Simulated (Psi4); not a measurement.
Interaction energy of C2H2 ··· COS (SMILES C#C and O=C=S). Monomers: optimised at B3LYP-D3(BJ) (def2-TZVP), held rigid. Orientation: lowest of the rigid-body minima from ten starts at GFN2-xTB. R is the distance of the centres of mass, along which the second monomer moves.

Method: SAPT0/jun-cc-pVDZ, frozen core (Psi4).

Components in kJ/mol:

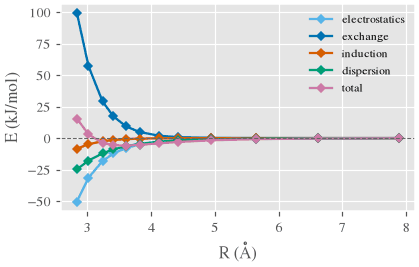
Figure. Components of the interaction energy.

```json
[
 {"R / Å": "2.84", "electrostatics": "-50.37", "exchange": "99.00", "induction": "-8.43", "dispersion": "-24.80", "total": "15.40"},
 {"R / Å": "3.02", "electrostatics": "-31.55", "exchange": "57.21", "induction": "-4.87", "dispersion": "-17.89", "total": "2.91"},
 {"R / Å": "3.24", "electrostatics": "-18.27", "exchange": "29.09", "induction": "-2.51", "dispersion": "-12.13", "total": "-3.82"},
 {"R / Å": "3.41", "electrostatics": "-12.25", "exchange": "17.18", "induction": "-1.51", "dispersion": "-9.05", "total": "-5.63"},
 {"R / Å": "3.61", "electrostatics": "-7.87", "exchange": "9.22", "induction": "-0.83", "dispersion": "-6.48", "total": "-5.97"},
 {"R / Å": "3.82", "electrostatics": "-5.14", "exchange": "4.79", "induction": "-0.45", "dispersion": "-4.61", "total": "-5.41"},
 {"R / Å": "4.13", "electrostatics": "-2.94", "exchange": "1.83", "induction": "-0.19", "dispersion": "-2.87", "total": "-4.17"},
 {"R / Å": "4.42", "electrostatics": "-1.87", "exchange": "0.74", "induction": "-0.09", "dispersion": "-1.89", "total": "-3.11"},
 {"R / Å": "4.94", "electrostatics": "-0.95", "exchange": "0.14", "induction": "-0.03", "dispersion": "-0.96", "total": "-1.79"},
 {"R / Å": "5.64", "electrostatics": "-0.45", "exchange": "0.01", "induction": "-0.01", "dispersion": "-0.43", "total": "-0.87"},
 {"R / Å": "6.61", "electrostatics": "-0.18", "exchange": "0.00", "induction": "0.00", "dispersion": "-0.16", "total": "-0.35"},
 {"R / Å": "7.88", "electrostatics": "-0.06", "exchange": "0.00", "induction": "0.00", "dispersion": "-0.06", "total": "-0.12"}
]
```
